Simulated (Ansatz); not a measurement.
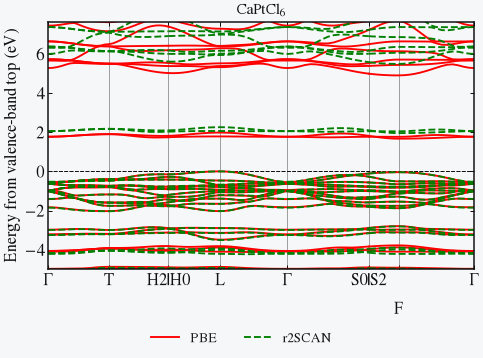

Band structures of CaPtCl₆, space group R-3 (No. 148), 8 atoms in the cell, by two methods on the same cell. Each is counted from its own valence-band top.

Q: What changes from one method to the other?

A: PBE gives a gap of 1.67 eV along the path and r2SCAN gives a gap of 1.96 eV along the path. Over the top 3 filled bands the two differ by 0.01 eV on average.

Settings. PBE: DFT PBE, scalar-relativistic, plane waves, PAW, no spin polarisation, 6×6×6 k mesh, 420 eV cutoff, Gaussian smearing of 0.02 eV (Ansatz 0.2.0). r2SCAN: DFT r2SCAN, scalar-relativistic, plane waves, PAW, no spin polarisation, 6×6×6 k mesh, 500 eV cutoff (Ansatz 0.2.0).

The structure is an invented one, so it need not be a known or stable phase. Spin-orbit coupling is left out, which matters for Pt.
